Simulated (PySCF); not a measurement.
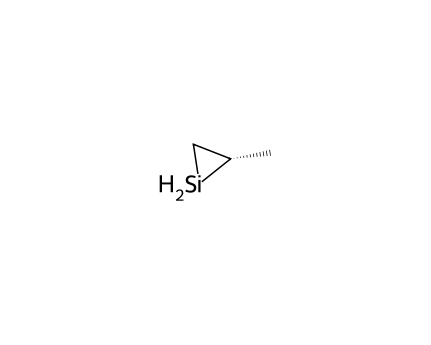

The drawing above gives the connectivity. Computed geometry: PBE0-D3(BJ)/def2-SVP optimisation. No frequency run is at hand to confirm it as a minimum.

What does the molecule look like in three dimensions?

The molecule is C₃H₈Si. As SMILES it reads `C[C@H]1C[SiH2]1`. Independent rings (smallest set): 1 of 3 members. Among its groups: Si–H bond. This geometry has C1 symmetry. Coordination, clear cases only: 1 C tetrahedral.

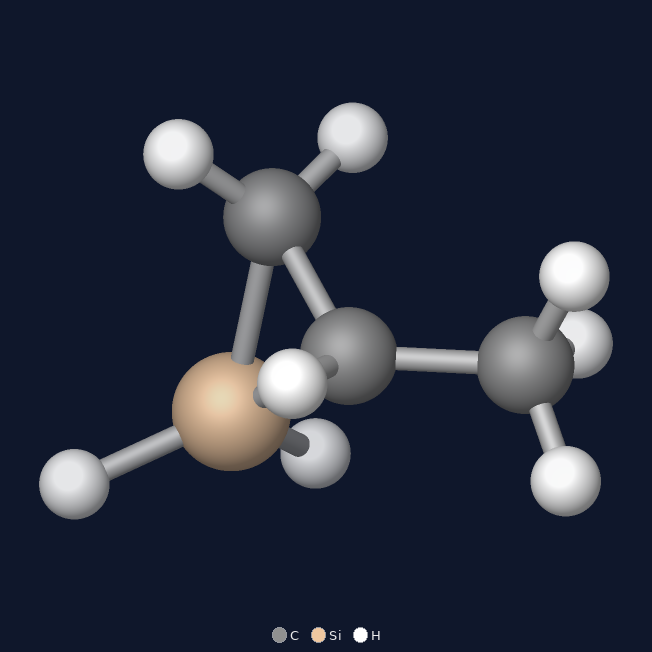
